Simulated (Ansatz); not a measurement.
## Run report: CH8Si2 (charge +1), single-point calculation

System: CH8Si2, charge +1, multiplicity 2.
Method: UKS CAM-B3LYP/6-31++G** (Ansatz 0.2.0).

Some settings of this run were made unusual or wrong on purpose. The geometry comes from this level: PBE-D4/def2-SVP. Figures and captions count atoms from 1; the log counts them from 0 in places.

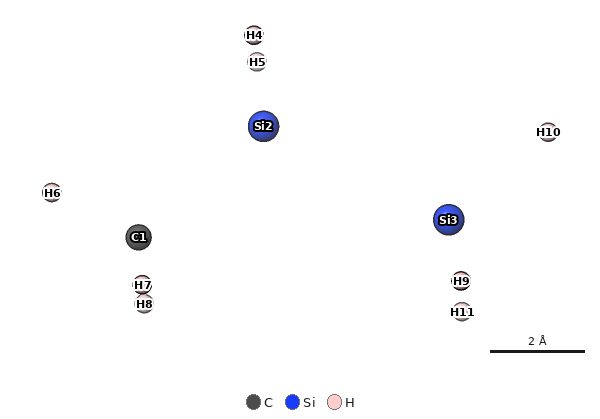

**Figure 1.** The structure (ball-and-stick view, seen on its broad side; atoms are numbered from 1 in the order of the input).

## The input
```yaml
crystal:
  periodic: [false, false, false]
  atoms:
    - {symbol: C, position_ang: [-0.366113, 3.279876, -0.225206]}
    - {symbol: Si, position_ang: [1.323050, 0.335605, 0.926030]}
    - {symbol: Si, position_ang: [-0.703802, -3.351487, -0.521500]}
    - {symbol: H, position_ang: [1.391658, 0.283081, 3.775383]}
    - {symbol: H, position_ang: [4.020882, 0.319788, 0.005445]}
    - {symbol: H, position_ang: [0.596295, 5.005212, 0.472756]}
    - {symbol: H, position_ang: [-2.346893, 3.315073, 0.455575]}
    - {symbol: H, position_ang: [-0.394058, 3.348042, -2.318738]}
    - {symbol: H, position_ang: [-3.377546, -3.466095, 0.455594]}
    - {symbol: H, position_ang: [0.665171, -5.692637, 0.343183]}
    - {symbol: H, position_ang: [-0.808663, -3.376477, -3.368520]}
basis:
  gaussian: {orbitals: "6-31++G**"}
total_charge: 1
magnetization: {spin_polarized: true, initial_magnetization: 1}
hamiltonian: {xc: {name: CAM-B3LYP}}
scf: {lower_state_search: light}
output: {forces: true}
```

Machine: 2 threads of Arm Neoverse N1, 77 GiB of memory available, shared host.

Launch command:
```bash
ansatz run in.yaml --threads 2 --pin off --events-out ev --progress --plain --max-ram 4352MiB
```

## What the program printed
```
Functional definition: CAM-B3LYP
  name "CAM-B3LYP"
  cite "Yanai, Tew & Handy, Chem. Phys. Lett. 393, 51 (2004) doi:10.1016/j.cplett.2004.06.011"
  cite "Iikura, Tsuneda, Yanai & Hirao, J. Chem. Phys. 115, 3540 (2001) doi:10.1063/1.1383587"
  cite "Becke, Phys. Rev. A 38, 3098 (1988) doi:10.1103/PhysRevA.38.3098"
  cite "Lee, Yang & Parr, Phys. Rev. B 37, 785 (1988) doi:10.1103/PhysRevB.37.785"
  cite "Vosko, Wilk & Nusair, Can. J. Phys. 58, 1200 (1980) doi:10.1139/p80-159"
  parameter alpha = 0.19
  parameter beta = 0.46
  parameter omega = 0.33/bohr
  parameter ac = 0.81
  # Exact exchange under (alpha + beta erf(omega r))/r, Becke's under what is left of 1/r.
  exchange = (1 - alpha - beta)*b88_x + beta*b88_x_sr(omega) + alpha*exact_x + beta*exact_x_lr(omega)
  correlation = (1 - ac)*vwn5_c + ac*lyp_c
985 factors; integrals over basis functions are off by at most 5.4e-4 eV
374 factors; integrals over basis functions are off by at most 4.4e-5 eV
mean field evaluation 1: about -16861.7030 eV, gradient 4.4e1 eV
mean field evaluation 2: about -16604.3728 eV, gradient 6.9e1 eV
mean field evaluation 4: about -16596.0610 eV, gradient 1.1e2 eV
mean field evaluation 8: about -16880.4665 eV, gradient 2.6e0 eV
mean field evaluation 16: about -16881.3870 eV, gradient 1.5e0 eV
mean field evaluation 32: about -16881.4430 eV, gradient 4.8e-2 eV
mean field evaluation 64: about -16880.5947 eV, gradient 6.3e-1 eV
mean field evaluation 96: about -16880.6507 eV, gradient 3.7e-1 eV
mean field evaluation 128: about -16876.6795 eV, gradient 7.1e0 eV
mean field evaluation 160: about -16881.1518 eV, gradient 2.7e0 eV
mean field -16881.44323689 eV, -620.3815963027 hartree, gradient 8.1e-9 eV, S^2 4.845767; 8 other end points of the search recorded, 0 dependent functions left out
the calculation of the forces begins
reference -16881.44356332 eV, -620.3816082986 hartree; 21, 20 occupied and 92, 93 virtual orbitals, 985 factors
Total energy: -16881.44356332 eV, -620.3816082986 hartree
Atom 0 at    -0.366113     3.279876    -0.225206 Å, force    -0.872227     1.542281    -0.595375 eV/Å
Atom 1 at     1.323050     0.335605     0.926030 Å, force     0.460867    -0.284953     0.317388 eV/Å
Atom 2 at    -0.703802    -3.351487    -0.521500 Å, force     0.293606    -0.304542     0.153502 eV/Å
Atom 3 at     1.391658     0.283081     3.775383 Å, force    -0.055388     0.031029    -0.651143 eV/Å
Atom 4 at     4.020882     0.319788     0.005445 Å, force    -0.630859     0.022971     0.173608 eV/Å
Atom 5 at     0.596295     5.005212     0.472756 Å, force    -0.917905    -1.601338    -0.665115 eV/Å
Atom 6 at    -2.346893     3.315073     0.455575 Å, force     1.832383    -0.010118    -0.640130 eV/Å
Atom 7 at    -0.394058     3.348042    -2.318738 Å, force     0.015871    -0.040912     1.940228 eV/Å
Atom 8 at    -3.377546    -3.466095     0.455594 Å, force     0.284780     0.016764    -0.180056 eV/Å
Atom 9 at     0.665171    -5.692637     0.343183 Å, force    -0.351163     0.618852    -0.216637 eV/Å
Atom 10 at    -0.808663    -3.376477    -3.368520 Å, force    -0.059964     0.009968     0.363730 eV/Å
Dipole moment:     0.005652    -0.721689     0.007537 e Å
```

## What the run reported

```json
{"quantity": "outcome", "value": "converged"}
{"quantity": "total energy", "value": "−16881.4436 eV"}
{"quantity": "⟨S²⟩", "value": "4.846"}
{"quantity": "SCF solution under orbital rotations", "value": "stable"}
{"quantity": "largest force (length of the vector)", "value": "1.962 eV/Å"}
{"quantity": "wall time", "value": "72 s (CPU time 2.3 min)"}
{"quantity": "peak memory", "value": "0.42 GiB"}
```

## What went wrong

A setting was made wrong on purpose: the coordinates are scaled as if typed in the wrong unit. The program still converged, but the numbers can't be taken as results for the intended system. ⟨S²⟩ is 4.85 against 0.75 for a pure state: the solution is spin-contaminated.
